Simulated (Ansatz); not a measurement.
# SiH3Cl (chlorosilane): levels of theory compared

We compute a comparison of 6 runs (B3LYP/STO-3G, PBE0/STO-3G, revPBE/STO-3G, wB97M-V/STO-3G, CCSDT/STO-3G, UCCSD(T)/STO-3G) of SiH3Cl (chlorosilane). 

The results are computed with Ansatz 0.2.0.

53 further runs of the same task are left out: 4 that didn't finish, 49 set aside as unsound or not needed.

### Step 1. The structure to begin with

The species is SiH3Cl (5 atoms), meant as a singlet with charge 0. As SMILES, `[SiH3]Cl`. The H4–Si1 distance was set to 2.961 Å, away from the relaxed value. At this shape a bond of the SMILES string is far longer than usual.

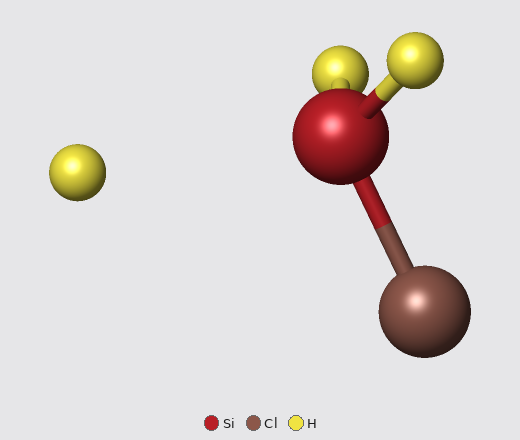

Viewed from a chosen angle; silicon red, chlorine brown, hydrogen yellow.

### Step 2. A single-point energy at B3LYP/STO-3G (run 1)

Contents of run.yaml:

```yaml
crystal:
  periodic: [false, false, false]
  atoms:
    - symbol: Si
      position_ang: [0.310693, 0.622890, 1.253078]
    - symbol: Cl
      position_ang: [2.260993, 0.090790, 1.613878]
    - symbol: H
      position_ang: [-0.528207, 0.115990, 2.363078]
    - symbol: H
      position_ang: [-0.534700, -0.585700, -1.314900]
    - symbol: H
      position_ang: [0.231893, 2.099690, 1.179278]
basis:
  gaussian:
    orbitals: STO-3G
accuracy: high
hamiltonian:
  xc: {name: B3LYP}
```

Launch:

```sh
$ ansatz run run.yaml --threads 1 --pin off --max-ram 2610MiB --events-out events.jsonl --progress --plain --runs-dir runs
```

Log:

```text
Warning: RAYON_NUM_THREADS=1 ignored (pool sized by the plan → 1); use --threads N
Functional definition: B3LYP
  name "B3LYP"
  parameter a0 = 0.2
  parameter ax = 0.72
  parameter ac = 0.81
  exchange = (1 - a0 - ax)*slater_x + ax*b88_x + a0*exact_x
  correlation = (1 - ac)*vwn_rpa_c + ac*lyp_c
363 factors; integrals over basis functions are off by at most 1.1e-8 eV
mean field evaluation 1: about -20208.3822 eV, gradient 3.0e1 eV
mean field evaluation 2: about -20202.0023 eV, gradient 3.4e1 eV
mean field evaluation 4: about -20215.6059 eV, gradient 1.1e1 eV
mean field evaluation 8: about -20216.5118 eV, gradient 3.2e-1 eV
mean field evaluation 16: about -20216.4780 eV, gradient 2.2e-4 eV
mean field -20216.47803794 eV, -742.9418646732 hartree, gradient 4.6e-8 eV, S^2 0.000000; 0 other end points of the search recorded, 0 dependent functions left out
reference -20216.47806703 eV, -742.9418657423 hartree; 17, 17 occupied and 4, 4 virtual orbitals, 363 factors
Total energy: -20216.47806703 eV, -742.9418657423 hartree
```

It took 1.2 s on 1 thread of Arm Neoverse V1, shared host; peak memory 0.095 GiB.

### Step 3. A single-point energy at PBE0/STO-3G (run 2)

Contents of job.yaml:

```yaml
crystal:
  periodic: [false, false, false]
  atoms:
    - symbol: Si
      position_ang: [0.310693, 0.622890, 1.253078]
    - symbol: Cl
      position_ang: [2.260993, 0.090790, 1.613878]
    - symbol: H
      position_ang: [-0.528207, 0.115990, 2.363078]
    - symbol: H
      position_ang: [-0.534700, -0.585700, -1.314900]
    - symbol: H
      position_ang: [0.231893, 2.099690, 1.179278]
basis:
  gaussian:
    orbitals: STO-3G
hamiltonian:
  xc: pbe0
accuracy: high
```

Launch:

```sh
$ ansatz run job.yaml --threads 1 --pin off --max-ram 2610MiB --events-out events.jsonl --progress --plain --runs-dir runs
```

Log:

```text
Warning: RAYON_NUM_THREADS=1 ignored (pool sized by the plan → 1); use --threads N
Functional definition: PBE0
  name "PBE0"
  parameter a = 0.25
  parameter kappa = 0.804
  parameter beta = 0.06672455060314922
  exchange = (1 - a)*pbe_x(kappa = kappa, mu = beta*pi^2/3) + a*exact_x
  correlation = pbe_c(beta = beta)
363 factors; integrals over basis functions are off by at most 1.1e-8 eV
mean field evaluation 1: about -20201.6678 eV, gradient 2.9e1 eV
mean field evaluation 2: about -20195.9798 eV, gradient 3.1e1 eV
mean field evaluation 4: about -20208.6527 eV, gradient 9.3e0 eV
mean field evaluation 8: about -20209.2178 eV, gradient 2.5e0 eV
mean field -20209.25138422 eV, -742.6762900477 hartree, gradient 2.8e-8 eV, S^2 0.000000; 0 other end points of the search recorded, 0 dependent functions left out
reference -20209.25138566 eV, -742.6762901004 hartree; 17, 17 occupied and 4, 4 virtual orbitals, 363 factors
Total energy: -20209.25138566 eV, -742.6762901004 hartree
```

Run time: 1.3 s. Hardware: 1 thread of Arm Neoverse V1, shared host; peak memory 0.095 GiB.

Run 3 isn't shown in full; the table further down has it.

### Step 4. The energy at wB97M-V/STO-3G (run 4)

Contents of job.yaml:

```yaml
crystal:
  periodic: [false, false, false]
  atoms:
    - {symbol: Si, position_ang: [0.310693, 0.622890, 1.253078]}
    - {symbol: Cl, position_ang: [2.260993, 0.090790, 1.613878]}
    - {symbol: H, position_ang: [-0.528207, 0.115990, 2.363078]}
    - {symbol: H, position_ang: [-0.534700, -0.585700, -1.314900]}
    - {symbol: H, position_ang: [0.231893, 2.099690, 1.179278]}
basis:
  gaussian:
    orbitals: STO-3G
hamiltonian:
  xc: {name: wB97M-V}
accuracy: high
```

Launch:

```sh
$ ansatz run job.yaml --threads 1 --pin off --max-ram 2610MiB --events-out events.jsonl --progress --plain --runs-dir runs
```

Log, cut to the lines that bear on the results:

```text
Warning: RAYON_NUM_THREADS=1 ignored (pool sized by the plan → 1); use --threads N
Functional definition: wB97M-V
  name "wB97M-V"
[...]
  gx(w, u) = 1 - cx + cx01*u + cx10*w
  gss(w, u) = css00 + css04*u^4 + css10*w + css20*w^2 + css43*w^4*u^3
  gos(w, u) = cos00 + cos10*w + (cos20 + cos21*u)*w^2 + (cos60 + cos61*u)*w^6
[...]
      + integral(e_c_pw_mod_opposite_spin*gos(b97_w_opposite, b97_u_opposite)) + vv10(b, c)
363 factors; integrals over basis functions are off by at most 1.1e-8 eV
146 factors; integrals over basis functions are off by at most 1.3e-9 eV
[...]
mean field -20217.59635936 eV, -742.9829622274 hartree, gradient 9.7e-8 eV, S^2 0.000000; 0 other end points of the search recorded, 0 dependent functions left out
reference -20217.59636200 eV, -742.9829623246 hartree; 17, 17 occupied and 4, 4 virtual orbitals, 363 factors
Total energy: -20217.59636200 eV, -742.9829623246 hartree
```

Wall time 17 s (1 thread of Arm Neoverse V1, shared host); peak memory 0.27 GiB.

Run 5 isn't shown in full; the table further down has it.

### Step 5. The energy at UCCSD(T)/STO-3G (run 6)

Contents of molecule.yaml:

```yaml
basis:
  gaussian: {orbitals: STO-3G}
crystal:
  periodic: [false, false, false]
  atoms:
    - {symbol: Si, position_ang: [0.310693, 0.622890, 1.253078]}
    - {symbol: Cl, position_ang: [2.260993, 0.090790, 1.613878]}
    - {symbol: H, position_ang: [-0.528207, 0.115990, 2.363078]}
    - {symbol: H, position_ang: [-0.534700, -0.585700, -1.314900]}
    - {symbol: H, position_ang: [0.231893, 2.099690, 1.179278]}
scf: {omitted_lower_state_checks: [cluster_reference, increment]}
total_charge: 0
correlation: {method: ccsd_t, frozen_orbitals: {Cl: 5, H: 0, Si: 5}}
magnetization: {spin_polarized: true, initial_magnetization: 0}
accuracy: high
```

Launch:

```sh
$ ansatz run molecule.yaml --threads 1 --pin off --max-ram 2610MiB --events-out events.jsonl --progress --plain --runs-dir runs
```

Log:

```text
Warning: RAYON_NUM_THREADS=1 ignored (pool sized by the plan → 1); use --threads N
[... 14 lines left out ...]
10 core orbitals not correlated: weight in the atoms' cores, before any rotation towards them, 1.000 or more for the frozen orbitals, at most 0.000 for the correlated occupied ones
[... 30 lines left out ...]
Total energy: -20187.23455205 eV, -741.8671863887 hartree
Checks for a lower state left out: cluster_reference, increment
```

Run time: 0.47 s. Hardware: 1 thread of Arm Neoverse V1, shared host.

### Step 6. The series

| run | level | frozen core orbitals | energy (Eh) | wall time |
| --- | --- | --- | --- | --- |
| 1 | B3LYP/STO-3G | – | -742.941866 | 1.2 s |
| 2 | PBE0/STO-3G | – | -742.676290 | 1.3 s |
| 3 | revPBE/STO-3G | – | -742.811549 | 1.2 s |
| 4 | wB97M-V/STO-3G | – | -742.982962 | 17 s |
| 5 | CCSDT/STO-3G | 10 | -741.869568 | 0.29 s |
| 6 | UCCSD(T)/STO-3G | 10 | -741.867186 | 0.47 s |

### Step 7. Summary of results

```
                                           quantity          value
                                run 6: total energy  -741.86719 Eh
run 6: correlation energy (10 core orbitals frozen)      -55.0 mEh
                              run 6: (T) correction      -1.61 mEh
           run 6: ⟨S²⟩ of the reference determinant          0.966
                               run 6: T1 diagnostic          0.025
```

What this shows: Totals of different functionals can't be ranked against each other. In run 5 the log says that unrestricted orbitals would lower the reference, so the values rest on an unstable closed-shell determinant (other closed-shell runs at this shape may share the fault). In runs 1, 2, 3, 4, 5, 6 the basis is minimal, so the values are rough. In runs 1, 2, 3, 4 a closed-shell determinant meets a far-stretched bond, which it describes badly. Spin contamination of the reference: run 6 ⟨S²⟩ = 0.97. Where it is this large, the reference is a mixture of spin states, and values that rest on it are in doubt. All runs together took 21 s, the longest 17 s.
